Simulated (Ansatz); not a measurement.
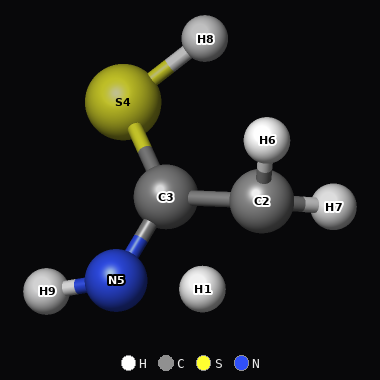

The system is the reacting system C2H5NS (one molecule; an intramolecular 1,3-shift); the picture shows the reference structure. The first coordinate is: distance H1–N5 (bond that forms); the second: distance H1–C2 (bond that breaks). Relaxed at each point: all other coordinates. The grid has 8 × 8 points. Points are written as (first, second). Energies: kcal/mol, counted from a guessed transition structure relaxed with its forming and breaking bonds held. Energies and slopes of some neighbouring points disagree (a jump in structure or state, or too coarse a mesh). The reference is spin-restricted, so regions where a bond is pulled apart into radicals lie too high. Method: Ansatz 0.2.0, RKS r2SCAN0-D4/def2-SVP.

Its coordinates:

```yaml
atoms:
  - { symbol: H, position_ang: [-1.1453, -0.3872, -0.8982] }
  - { symbol: C, position_ang: [0.0380, -0.9941, -0.4980] }
  - { symbol: C, position_ang: [-0.0778, 0.3429, 0.1318] }
  - { symbol: S, position_ang: [1.0088, 1.1669, 1.2249] }
  - { symbol: N, position_ang: [-1.1906, 0.8295, -0.2872] }
  - { symbol: H, position_ang: [0.0128, -1.8295, 0.2111] }
  - { symbol: H, position_ang: [0.8698, -1.0867, -1.2057] }
  - { symbol: H, position_ang: [1.9313, 0.1932, 1.2734] }
  - { symbol: H, position_ang: [-1.4472, 1.7651, 0.0479] }
```

Range: distance H1–N5 (bond that forms) from 0.918 to 2.418 Å; distance H1–C2 (bond that breaks) from 0.963 to 2.763 Å.

**What landscape does the calculation give?**

The lowest grid point is at (2.418 Å, 1.121 Å), −55 kcal/mol from a guessed transition structure relaxed with its forming and breaking bonds held. It lies at the edge of the scanned range, so the true minimum may lie outside. Other grid points that lie below all their neighbours: (1.050 Å, 2.448 Å) (8 kcal/mol higher). The highest grid point, (0.918 Å, 0.963 Å), lies 219 kcal/mol above the lowest.

```
second ↓, first →  0.918  1.050  1.231  1.438  1.663  1.903  2.155  2.418
            2.763    −42    −47    −31     −5     23     48     68     82
            2.448    −43    −47    −31     −4     25     50     66     65
            2.145    −37    −41    −25      2     30     47     46     44
            1.857    −22    −29    −14     22     25     24     21     18
            1.587      3     −7     11      7      3     −3     −8    −11
            1.339     43     32      9     −7    −20    −29    −36    −39
            1.121    100     58     17    −11    −31    −44    −52    −55
            0.963    163     99     44      5    −20    −35    −44    −47
```

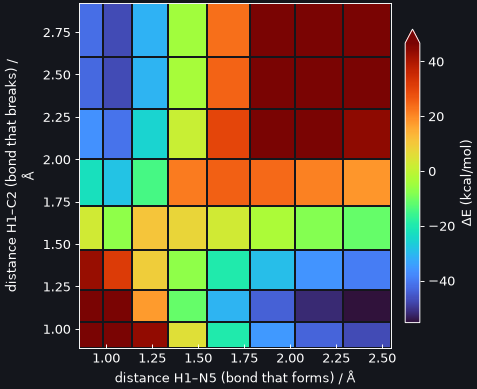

The picture shows one coloured cell a grid point, one colour for all values above the top of the scale.

Each point was launched as `ansatz run input.yaml --threads 1 --pin off --max-ram 2560MiB --backend cpu --events-out ev --progress --plain --runs-dir out`. Time for the 64 points that were run: 29 min on 1 thread of Arm Neoverse V1, on a shared host.
